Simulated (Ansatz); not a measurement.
## Electronic structure of C2H6Cl2Hf (SMILES [CH3][Hf]([CH3])([Cl])[Cl]) in real space

Input

```
crystal:
  periodic: [false, false, false]
  atoms:
    - {symbol: C, position_ang: [0.079635, 1.592875, -1.003962]}
    - {symbol: C, position_ang: [2.607342, 1.903246, 1.265290]}
    - {symbol: Cl, position_ang: [-0.775080, 2.885465, 2.334152]}
    - {symbol: Cl, position_ang: [0.335032, -0.969819, 1.625483]}
    - {symbol: Hf, position_ang: [0.505791, 1.324539, 1.121661]}
    - {symbol: H, position_ang: [-0.966643, 1.341887, -1.254940]}
    - {symbol: H, position_ang: [0.734989, 0.949559, -1.619106]}
    - {symbol: H, position_ang: [0.253797, 2.641416, -1.307686]}
    - {symbol: H, position_ang: [3.234433, 1.261527, 0.619644]}
    - {symbol: H, position_ang: [2.747796, 2.950190, 0.939480]}
    - {symbol: H, position_ang: [2.994253, 1.819481, 2.296761]}
basis:
  gaussian:
    orbitals: def2-SVPD
hamiltonian:
  xc: pbe0
output: {forces: true, orbitals: {seedname: orbitals}}
```

Launched as:

```sh
ansatz run input.yaml --threads 2 --pin off --max-ram 6090MiB --events-out events.jsonl --progress --plain --runs-dir runs
```

Geometry: PBE0-D4/def2-SVP; core potentials replace the inner electrons of Hf.

Method: isolated molecule in a Gaussian basis; Kohn-Sham density functional theory, functional PBE0 (Ansatz 0.2.0).

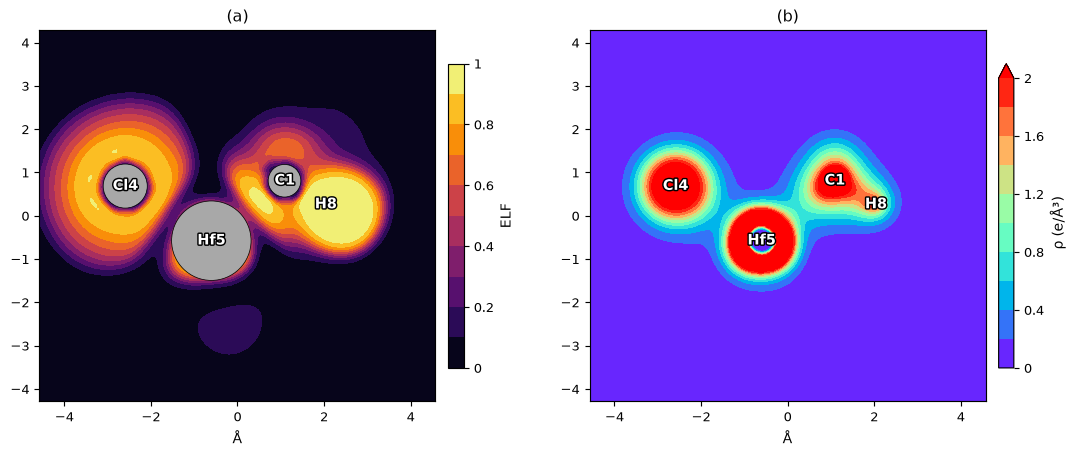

Figure 1. (a) electron localisation function; (b) electron density on the plane of atoms C1, Hf5 and Cl4. Grey discs cover the atomic cores in the ELF map.

> Read the bonding off the picture.

- The section cuts through C, Cl, Hf and H sites.
- C–Hf (2.18 Å): ρ is about 0.76 e/Å³ halfway; the ELF peaks at about 0.95 in the valence shell of C, 0.7 Å from its nucleus, and is about 0.50 at the midpoint.
- Hf–Cl (2.36 Å): ρ at the midpoint is about 0.56 e/Å³; the ELF peaks at about 0.85 in the valence shell of Cl, 0.9 Å from its nucleus, and is about 0.30 at the midpoint.
- C–H (1.11 Å): ρ at the midpoint is about 1.8 e/Å³; the ELF climbs to about 1 towards the hydrogen, as it does in any bond to H; an ordinary covalent bond to hydrogen.

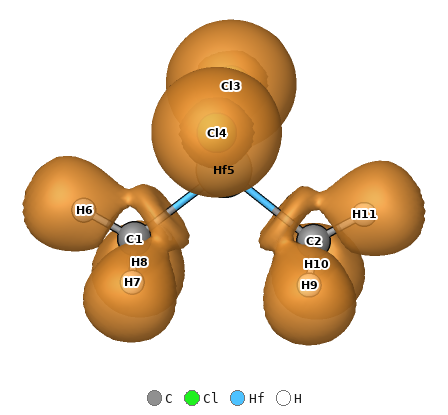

Figure 2. Isosurface of the ELF at 0.75 (orange), seen at a tilt. Core shells and regions of very low density are left out.

> Identify the bonds, lone pairs and shells in this picture.

At this value the surface marks out two regions wrapped around Cl (the valence shell of each) and two joined regions spread over several atoms (C, H), in which their bonds and any lone pairs are merged.

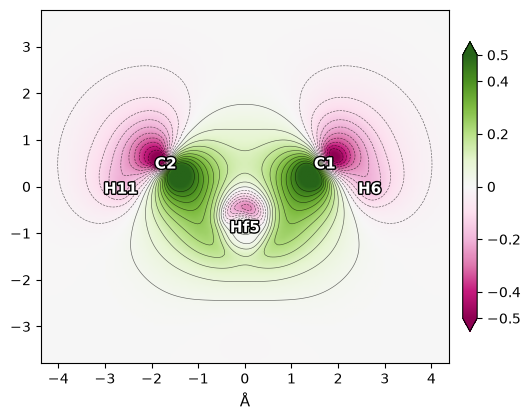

Figure 3. The HOMO−1 on the plane of atoms Hf5, C1 and H6 (values in Å⁻³ᐟ²; the overall sign is arbitrary).

> What is the character of this orbital?

Its weight (Hirshfeld) is mainly on Hf5 (about 25 %), C1 (about 25 %) and C2 (about 25 %). Its energy is −8.56 eV.
